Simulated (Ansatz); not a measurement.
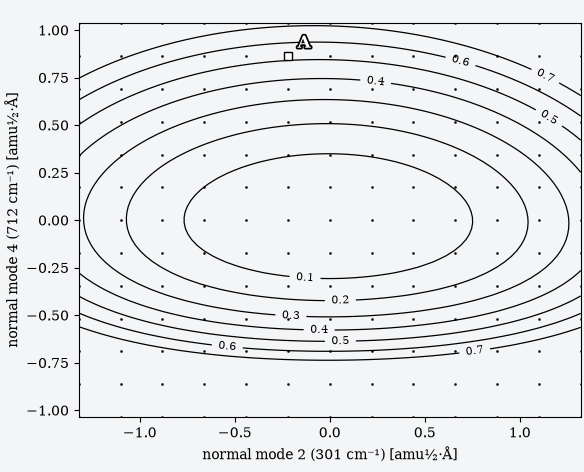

CH₂FNSi, SMILES F[SiH]1C=N1. 
- The first coordinate is: normal mode 2 (301 cm⁻¹); the second: normal mode 4 (712 cm⁻¹).
- Nothing is relaxed (straight displacements along the two mass-weighted modes).
- The scan uses a 13 × 13 grid.
- Points are written as (first, second).
- Energies are in eV, from the lowest grid point.
- The restricted reference is unstable at some or all points, so the energies there are unreliable.
- Level of theory: Ansatz, RHF-MP2, frozen core/def2-TZVP.

Drawn: contour lines labelled in eV (none above 0.7), dots at the grid points, the point A. Between grid points the surface is interpolated.

Q: Is A at rest? If not, where is it pushed?

A: A, at (−0.22 amu½·Å, 0.863 amu½·Å), is not a stationary point. The computed force is 0.059 eV for each amu½·Å towards larger values of normal mode 2 (301 cm⁻¹) and 1.1 eV for each amu½·Å towards smaller values of normal mode 4 (712 cm⁻¹).
